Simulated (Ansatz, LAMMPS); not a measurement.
**Convergence of a linear-scaling basis for liquid tetramethoxysilane at 280 K (105 atoms)**

Wanted: errors and times of a linear-scaling basis for liquid tetramethoxysilane at 280 K (105 atoms). A setting counts as converged where the r.m.s. difference of forces stays under 1 % of the r.m.s. force.

Calculated with Ansatz 0.2.0; Kohn-Sham DFT, PBE+D4, PAW (set soft_2), plane waves.

## 1. Starting point

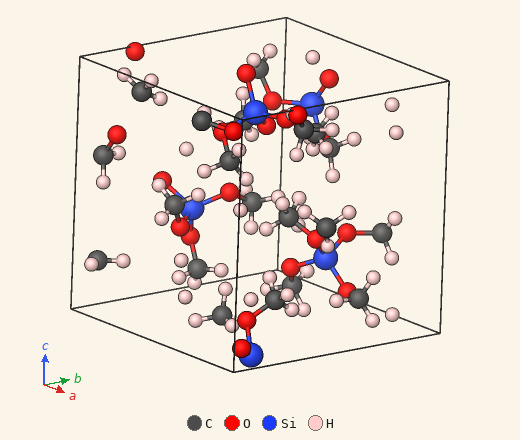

The cell as given, slightly off an axis (carbon dark grey, oxygen red, silicon blue, hydrogen pink). Bonds to atoms that aren't drawn are left out. Some periodic images of atoms are drawn too.

The cell holds 105 atoms: 20 C, 20 O, 5 Si and 60 H. Cell: a = 10.706 Å, b = 10.706 Å, c = 10.706 Å, α = 90.0°, β = 90.0°, γ = 90.0°. 5 tetramethoxysilane placed at random, at 1.03 g/cm³; overlaps pushed apart, then 10 ps at 430 K with MMFF94 bonds, angles, torsions, charges and radii (Halgren, J. Comput. Chem. 17, 490 (1996)) in harmonic and 12-6 forms. Snapshot after 20 ps at 280 K and fixed volume.

Limits known from the start: The network of contacts between molecules at the start is that of the classical potential that made the cell, and needn't be the one that DFT or experiment would give. The density was typed from a rule of thumb and may lie off the real one at this temperature. The Brillouin zone is sampled at Γ only, in a cell whose shortest periodic width is 11 Å.

## 2. Making the structure

A classical potential makes the cell, at a small fraction of what the same run would cost in DFT.

This step: classical MD, MMFF94 bonds, angles, torsions, charges and radii (Halgren, J. Comput. Chem. 17, 490 (1996)) in harmonic and 12-6 forms (LAMMPS 22 Jul 2025 - Update 4).

in.lmp

```
# liquid tetramethoxysilane
units real
atom_style full
boundary p p p
bond_style harmonic
angle_style harmonic
dihedral_style opls
improper_style harmonic
special_bonds lj 0 0 0.5 coul 0 0 0.75
read_data data.lmp
neigh_modify delay 0 every 1 check yes one 4000
comm_modify cutoff 12.0
timestep 0.5
thermo_style custom step time temp pe press density
thermo_modify norm yes
# push overlapping molecules apart
pair_style soft 2.6
pair_coeff * * 0.0
variable a equal ramp(1,60)
fix ad all adapt 1 pair soft a * * v_a
velocity all create 430 281187 mom yes dist gaussian
fix lim all nve/limit 0.03
fix lan all langevin 430 430 50 281188 zero yes
thermo 1000
run 3000 post no
unfix ad
pair_style lj/cut/coul/long 9.0
pair_modify mix arithmetic tail yes
pair_coeff 1 1 0.0678 3.3680   # C
pair_coeff 2 2 0.0763 3.0430   # O
pair_coeff 3 3 0.2508 4.1360   # Si
pair_coeff 4 4 0.0216 2.5400   # H
kspace_style pppm 1.0e-4
thermo 100
# [... 16 lines left out ...]
compute msd all msd com yes
thermo 5000
fix md all nvt temp 280 280 100
run 20000 post no
print "== T280: mean square displacement over the hold $(c_msd[4]:%.2f) A^2"
unfix md
uncompute msd
write_dump all custom T280.dump id type xs ys zs modify sort id
```

The run is started by

```bash
lmp -in in.lmp -log none -nocite
```

Numbers of over 12 decimals in the logs are rounded to 6 here.

The log of the run:

```text
LAMMPS (22 Jul 2025 - Update 4)
Reading data file ...
  orthogonal box = (0 0 0) to (10.70579 10.70579 10.70579)
  105 atoms
  orthogonal box = (0 0 0) to (10.70579 10.70579 10.70579)
  100 bonds
  170 angles
  120 dihedrals
WARNING: Bond/angle/dihedral extent > half of periodic box length
   Step          Time           Temp          PotEng         Press         Density
         0   0              430            0.35546443     5252.6913      1.0300006
      1000   500            428.4732       1.3379858      17612.47       1.0300006
      2000   1000           419.08272      1.3743         17228.098      1.0300006
      3000   1500           429.56026      1.1779654      15594.432      1.0300006
WARNING: Bond/angle/dihedral extent > half of periodic box length
Loop time of 0.720499 s on 1 MPI rank(s) for 3000 steps with 105 atoms
PPPM initialization ...
  G vector (1/distance) = 0.29077041
  grid = 6 6 6
  estimated relative force accuracy = 4.2668735e-05
WARNING: Bond/angle/dihedral extent > half of periodic box length
   Step          Time           Temp          PotEng         Press         Density
      3000   1500           429.56026     -3.9983914      8140.1657      1.0300006
[... 17 lines left out ...]
Loop time of 2.40573 s on 1 MPI rank(s) for 2000 steps with 105 atoms
WARNING: Bond/angle/dihedral extent > half of periodic box length
   Step          Time           Temp          PotEng         Press         Density
      2000   1000           382.52446     -4.0807791     -4388.4323      1.0300006
[... 5 lines left out ...]
WARNING: Bond/angle/dihedral extent > half of periodic box length
Loop time of 9.11632 s on 1 MPI rank(s) for 10000 steps with 105 atoms
WARNING: Bond/angle/dihedral extent > half of periodic box length
   Step          Time           Temp          PotEng         Press         Density
[... 4 lines left out ...]
WARNING: Bond/angle/dihedral extent > half of periodic box length
Loop time of 2.92711 s on 1 MPI rank(s) for 5000 steps with 105 atoms
WARNING: Bond/angle/dihedral extent > half of periodic box length
   Step          Time           Temp          PotEng         Press         Density
[... 2 lines left out ...]
     25000   24000          263.23669     -4.5729582      1586.4536      1.0300006
     30000   29000          263.50936     -4.5407822      7877.3599      1.0300006
     35000   34000          280.22518     -4.5129266     -11288.141      1.0300006
     37000   36000          271.07788     -4.5714688      3855.5216      1.0300006
WARNING: Bond/angle/dihedral extent > half of periodic box length
Loop time of 12.4352 s on 1 MPI rank(s) for 20000 steps with 105 atoms
== T280: mean square displacement over the hold 8.91 A^2
```

Run time: 29 s. Hardware: 1 thread of Intel Xeon at 2.80GHz (Skylake/Cascade Lake), shared host; peak memory 0.37 GiB.

The input also reads data.lmp (atoms, bonds and types; not printed here).

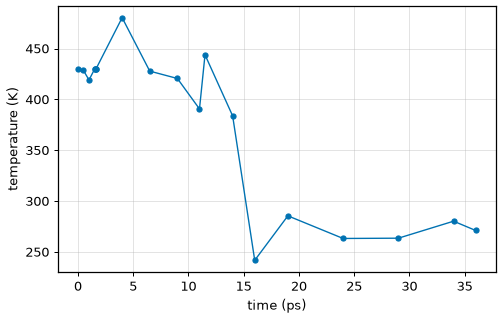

Temperature, plotted against time.

## 3. Plane-wave single point

This run is the reference for what follows, at a cutoff of 420 eV.

input.yaml

```yaml
crystal:
  lattice:
    - [10.70579, 0.0, 0.0]
    - [0.0, 10.70579, 0.0]
    - [0.0, 0.0, 10.70579]
  atoms:
    - { symbol: C, position: [0.63774, 0.9909, 0.3082] }
    - { symbol: O, position: [0.56559, 0.877, 0.3085] }
    - { symbol: Si, position: [0.60523, 0.7466, 0.23964] }
    - { symbol: O, position: [0.47944, 0.67873, 0.18032] }
    - { symbol: C, position: [0.41679, 0.73864, 0.08355] }
    - { symbol: O, position: [0.70019, 0.78128, 0.12338] }
    - { symbol: C, position: [0.82614, 0.73676, 0.13492] }
    - { symbol: O, position: [0.6657, 0.64921, 0.34353] }
    - { symbol: C, position: [0.56774, 0.5892, 0.41554] }
    - { symbol: H, position: [0.69287, 0.9983, 0.22155] }
    - { symbol: H, position: [0.57191, 0.06979, 0.32539] }
    - { symbol: H, position: [0.70589, 0.99625, 0.38214] }
    - { symbol: H, position: [0.47447, 0.75346, 0.99981] }
    - { symbol: H, position: [0.39303, 0.82875, 0.12131] }
    - { symbol: H, position: [0.3367, 0.68325, 0.05701] }
    - { symbol: H, position: [0.82225, 0.63208, 0.14136] }
    - { symbol: H, position: [0.86683, 0.77165, 0.22266] }
    - { symbol: H, position: [0.87838, 0.76608, 0.05691] }
    - { symbol: H, position: [0.60515, 0.52684, 0.48695] }
    - { symbol: H, position: [0.5079, 0.53016, 0.36236] }
    - { symbol: H, position: [0.52028, 0.67462, 0.46539] }
    - { symbol: C, position: [0.3029, 0.56766, 0.7366] }
    - { symbol: O, position: [0.43431, 0.57274, 0.74744] }
    - { symbol: Si, position: [0.49988, 0.46389, 0.83251] }
    - { symbol: O, position: [0.47038, 0.33083, 0.76801] }
    - { symbol: C, position: [0.56743, 0.29216, 0.6841] }
    - { symbol: O, position: [0.65166, 0.49098, 0.84038] }
    - { symbol: C, position: [0.70268, 0.59733, 0.78102] }
    - { symbol: O, position: [0.43815, 0.46198, 0.97225] }
    - { symbol: C, position: [0.47741, 0.35438, 0.03943] }
    - { symbol: H, position: [0.2597, 0.59295, 0.82619] }
    - { symbol: H, position: [0.27415, 0.6303, 0.66279] }
    - { symbol: H, position: [0.26694, 0.47642, 0.71232] }
    - { symbol: H, position: [0.5932, 0.35583, 0.60863] }
    - { symbol: H, position: [0.64328, 0.27466, 0.74869] }
    - { symbol: H, position: [0.52825, 0.20244, 0.64733] }
    - { symbol: H, position: [0.70907, 0.66781, 0.85136] }
    - { symbol: H, position: [0.79264, 0.57857, 0.7476] }
    - { symbol: H, position: [0.65111, 0.62889, 0.69975] }
    - { symbol: H, position: [0.46772, 0.37374, 0.13864] }
    - { symbol: H, position: [0.41542, 0.27577, 0.01625] }
    - { symbol: H, position: [0.57312, 0.32732, 0.02784] }
    - { symbol: C, position: [0.93526, 0.35288, 0.89181] }
    - { symbol: O, position: [0.99627, 0.27151, 0.97699] }
    - { symbol: Si, position: [0.90288, 0.15992, 0.01961] }
    - { symbol: O, position: [0.82748, 0.09738, 0.89684] }
    - { symbol: C, position: [0.714, 0.0325, 0.91956] }
    - { symbol: O, position: [0.98638, 0.04648, 0.08453] }
    - { symbol: C, position: [0.05865, 0.07372, 0.19557] }
    - { symbol: O, position: [0.80179, 0.21471, 0.1227] }
    - { symbol: C, position: [0.83654, 0.32161, 0.1964] }
    - { symbol: H, position: [0.98597, 0.45022, 0.88731] }
    - { symbol: H, position: [0.94581, 0.31357, 0.80018] }
    - { symbol: H, position: [0.83498, 0.37739, 0.92328] }
    - { symbol: H, position: [0.70339, 0.96438, 0.83728] }
    - { symbol: H, position: [0.72916, 0.98116, 0.00943] }
    - { symbol: H, position: [0.63825, 0.10276, 0.92193] }
    - { symbol: H, position: [0.11974, 0.99666, 0.20778] }
    - { symbol: H, position: [0.11559, 0.15405, 0.1954] }
    - { symbol: H, position: [0.99603, 0.07542, 0.27609] }
    - { symbol: H, position: [0.92643, 0.30822, 0.24149] }
    - { symbol: H, position: [0.83729, 0.40468, 0.14496] }
    - { symbol: H, position: [0.77089, 0.34411, 0.26488] }
    - { symbol: C, position: [0.95753, 0.4615, 0.49121] }
    - { symbol: O, position: [0.05757, 0.37761, 0.46414] }
    - { symbol: Si, position: [0.16847, 0.43681, 0.37525] }
    - { symbol: O, position: [0.10719, 0.48293, 0.24067] }
    - { symbol: C, position: [0.18424, 0.46223, 0.13403] }
    - { symbol: O, position: [0.2478, 0.55329, 0.43912] }
    - { symbol: C, position: [0.2386, 0.67352, 0.37907] }
    - { symbol: O, position: [0.25396, 0.3151, 0.33978] }
    - { symbol: C, position: [0.29842, 0.24718, 0.44876] }
    - { symbol: H, position: [0.00229, 0.53336, 0.55178] }
    - { symbol: H, position: [0.88625, 0.40951, 0.544] }
    - { symbol: H, position: [0.9259, 0.49658, 0.40473] }
    - { symbol: H, position: [0.27106, 0.50794, 0.1429] }
    - { symbol: H, position: [0.19457, 0.36501, 0.11711] }
    - { symbol: H, position: [0.13027, 0.49337, 0.06116] }
    [... 21 atom lines left out ...]
    - { symbol: H, position: [0.97545, 0.77082, 0.82463] }
    - { symbol: H, position: [0.11804, 0.75377, 0.89919] }
    - { symbol: H, position: [0.03224, 0.90007, 0.89137] }
    - { symbol: H, position: [0.981, 0.02134, 0.63483] }
    - { symbol: H, position: [0.09338, 0.06083, 0.51657] }
    - { symbol: H, position: [0.02139, 0.18779, 0.59465] }
kpoints:
  mp_grid: { grid: [1, 1, 1] }
hamiltonian:
  xc: pbe
  dispersion: d4
scf:
  occupations: { method: fixed }
output:
  forces: true
  stress: true
  populations: true
  dos:
    method: { smearing: { sigma: 0.15 } }
    de: 0.1
    projected: { site_lists: { C: [C], H: [H], O: [O], Si: [Si] } }
  eigenvalues: true
  write_density: true
  write_potential: true
  volumetric_format: npy
  elf: true
```

The run is started by

```bash
ansatz run input.yaml --threads 4 --pin off --max-ram 8192MiB --backend cpu --events-out ev --progress --plain --runs-dir out
```

The log of the run:

```text
Engine: ansatz 0.2.0, x86_64-unknown-linux-gnu
Pseudopotentials: kind: paw
Pseudopotential: C, paw, valence charge 4, recommended cutoff 420 eV (normal), C.paw.azcp
Pseudopotential: O, paw, valence charge 6, recommended cutoff 420 eV (normal), O.paw.azcp
Pseudopotential: Si, paw, valence charge 4, recommended cutoff 420 eV (normal), Si.paw.azcp
Pseudopotential: H, paw, valence charge 1, recommended cutoff 420 eV (normal), H.paw.azcp
[... 5 lines on functional and potentials left out ...]
Crystal: 105 atoms, lattice volume = 1227.033 Å³
Basis set: ecut = 420 eV, 23871 PW (Γ), exchange–correlation on 144×144×144 points (8 copies of the dense FFT grid, shifted against one another)
Bands: 245, of which v1, the nominal top of the filled ones, is band 140 counted from 1 (139 counted from 0)
Symmetry: 1 space group operations
Space group: P1 (ITA 1), of the structure as read, at distance tolerance 1.1e-4 Å
k-points: 1
[... 9 lines on functional and potentials left out ...]
Initial density: superposition of atomic densities (neutral atoms: chi_scale 0, normalization atom), corrected by the library's trained network
Initial wavefunctions: pseudopotential atomic-orbital guess
Functional: x = pbe(κ = 0.804, μ = 0.219515), c = pbe(β = 0.066725)
SCF iter   1: F=—  HF=-20515.616198 eV  |F-HF|=—  |Δ(HF+E_count)|=         —  Δρ=3.85e-3  dr2=2.34e-1  ethr=1.77e-3  ⟨swp⟩=4.0  Hψ=915  notcnv=0  defer=99
preconditioner: auto → Resta (q_TF=auto, 2.133 Å⁻¹)  ε∞=2.2  [insulator: Δε(μ)=5.326 eV  Ē_g=16.043 eV  n_scr=202 (ndim 8)  ℏωp=17.7 eV  f_vac=0.295  ε∞_Penn≈2.2]
SCF iter   2: F=—  HF=-20515.587082 eV  |F-HF|=—  |Δ(HF+E_count)|=   2.91e-2  Δρ=2.02e-3  dr2=5.71e-2  ethr=8.34e-5  ⟨swp⟩=3.0  Hψ=407  notcnv=0  defer=102
SCF iter   3: F=—  HF=-20515.594304 eV  |F-HF|=—  |Δ(HF+E_count)|=   7.22e-3  Δρ=1.10e-3  dr2=1.59e-2  ethr=2.04e-5  ⟨swp⟩=2.0  Hψ=280  notcnv=0  defer=103
SCF iter   4: F=—  HF=-20515.592689 eV  |F-HF|=—  |Δ(HF+E_count)|=   1.61e-3  Δρ=2.80e-4  dr2=1.45e-3  ethr=5.69e-6  ⟨swp⟩=2.0  Hψ=284  notcnv=0  defer=103
SCF iter   5: F=—  HF=-20515.592597 eV  |F-HF|=—  |Δ(HF+E_count)|=   9.18e-5  Δρ=1.17e-4  dr2=1.91e-4  ethr=5.19e-7  ⟨swp⟩=2.0  Hψ=279  notcnv=0  defer=103
SCF iter   6: F=—  HF=-20515.592516 eV  |F-HF|=—  |Δ(HF+E_count)|=   8.12e-5  Δρ=5.44e-5  dr2=3.06e-5  ethr=6.83e-8  ⟨swp⟩=2.0  Hψ=289  notcnv=0  defer=103
SCF iter   7: F=—  HF=-20515.593643 eV  |F-HF|=—  |Δ(HF+E_count)|=   1.13e-3  Δρ=2.23e-5  dr2=5.53e-6  ethr=1.09e-8  ⟨swp⟩=2.0  Hψ=385  notcnv=0  defer=98
SCF iter   8: F=—  HF=-20515.593639 eV  |F-HF|=—  |Δ(HF+E_count)|=   3.21e-6  Δρ=4.38e-6  dr2=3.81e-7  ethr=1.97e-9  ⟨swp⟩=2.0  Hψ=287  notcnv=0  defer=102
SCF iter   9: F=-20515.593639 eV  HF=-20515.593639 eV  |F-HF|=8.21e-8  |Δ(HF+E_count)|=   3.87e-7  Δρ=2.33e-6  dr2=7.09e-8  ethr=3.57e-11  ⟨swp⟩=25.0  Hψ=2472  notcnv=0
SCF 1 converged in 9 iterations: F = -20515.593639 eV  dr2 = 7.09e-8
  greatest PAW one-centre occupation: 0.864 electrons in one spin orbital (limit 2), on the O atom at site 24 (counted from 0), in its partial waves of l = 0
WARN: The input density's exchange-correlation potential varies sharply where the density is thin. Do not read a vacuum level from v_tot or v_xc, or from such a field of the output density. On a cell that repeats whose density bears no net charge and no dipole along the vacuum's axis use v_es (v_loc + v_h of the components); [...]
SCF converged after 9 iterations
Free energy (F): -20515.593639 eV
Harris-Foulkes:  -20515.593639 eV  (|F-HF|=8.21e-8)
Internal energy: -20515.593639 eV  (E = F + TS)
E sigma→0 (E₀):  -20515.593639 eV
Fermi energy:    -1.708252 eV
--- Per-component energies (eV) ---
  E_band       = -2331.739530
  E_kinetic    = 6431.270753
  E_local      = -24319.608680  (includes V_loc(G=0)·N_el)
  E_nonlocal   = 1730.897653
  E_hartree    = 9377.466696
  E_xc         = -3259.086884
  E_vxc        = -4009.780150  (∫ρ·V_xc dr)
  E_paw        = -7758.744168  (= ΣΔE_a)
  E_vpaw       = -919.416103  (= ΣTr[D̂ρ^β])
  E_aug_tail   = -0.034038  (compensation charges beyond the density's cutoff)
  E_ewald      = -2712.905141
  E_disp       = -4.849829  (pairwise vdW)
  E_smearing   = -0.000000  (= −TS)
  E_closure    = 0.000000  (closes the sum)
  Σ components = -20515.593639   (vs F -20515.593639, Δ=0.00e0)
--- Forces (eV/Å), atoms counted from 1 ---
  atom   1  C     -0.65049130     0.03719273    -0.43375915
  atom   2  O      0.07140650     0.58286410     0.20588571
  atom   3  Si    -0.35524622    -0.28841955    -0.40893121
  atom   4  O      1.34768912    -0.75175260     1.14576214
  atom   5  C      0.12653249     0.56954729    -0.56672509
  atom   6  O      0.17225197    -0.10994621     0.31677592
  atom   7  C     -0.99518043    -1.36129028     1.44076150
  atom   8  O     -0.17306797    -0.62103202    -0.60635777
  atom   9  C      0.24198188     2.46053519     1.71932846
  atom  10  H     -0.45730474     0.33116048    -0.03796908
  atom  11  H      0.34562492    -0.34723498    -0.52420032
  atom  12  H      0.39511292    -0.39131045     0.83576281
  atom  13  H      0.10563849    -0.11169105    -0.04416896
  atom  14  H     -0.83515159     0.91198454    -0.28465704
[...]
atom 104  H      0.09912905    -0.01853926     0.50890294
  atom 105  H     -0.22208409    -0.70074078     0.19391827
  max |Σ_I F_I| component: 1.99e-4 eV/Å
--- Stress (GPa, compression-positive) ---
        1.720371      -0.909245      -0.191282
       -0.909244       1.762647      -0.503069
       -0.191282      -0.503069       1.824940
  P = ⅓ Tr σ = 1.7693 GPa (17.693 kbar)
--- Band table (eV) ---
  k-point 0: bands = ["-21.6163", "-21.4432", "-21.4374", "-21.3961", [... 229 levels ...], "9.9359", "9.9826", "10.0431", "10.0625", "10.1033", "10.2045", "10.2714", "10.2956", "10.3527", "10.4104", "10.4314", "10.5349"]
--- Löwdin populations: 105 sites ---
  site symbol       q [e]
     0      C      4.2200
     1      O      6.5777
     2     Si      2.2518
[...]
104      H      0.8039
  spilling = 0.015305 (of n_electrons = 280.000000)
```

Wall time 8 s (4 threads of Intel Xeon Platinum 8488C (Sapphire Rapids), shared host); peak memory 1.3 GiB; 29 s of CPU time.

The program notes that the exchange-correlation potential is rough where the density is thin.

The run gave:

```
free energy                                      : -20515.5936 eV
free energy per atom                             : -195.3866 eV/atom
SCF cycles                                       : 9
pressure                                         : 1.769 GPa
r.m.s. force component                           : 0.7859 eV/Å
longest force                                    : 3.011 eV/Å
Fermi energy                                     : -1.708 eV
gap (highest filled to lowest empty level) : 5.136 eV
spilling of the projection                       : 0.0153
```

The r.m.s. force component of 0.79 eV/Å sets the scale for the differences below.

[end of part 1 of 3]

[Logs are printed without paths, hosts, clocks, repeated set-up lines and the standing remarks that a program may print on its own settings, such as how far it seeks lower states.]

[Hosts, paths, dates, database ids (printed as entryN), source tags and the programs' standing remarks are cut or masked in the printed files.]

[The MMFF94 radii named for the starting cell were scaled by 0.96; in molecules described by MMFF94, hydrogen bound to N, O or S took a small fixed 12-6 site in their place.]
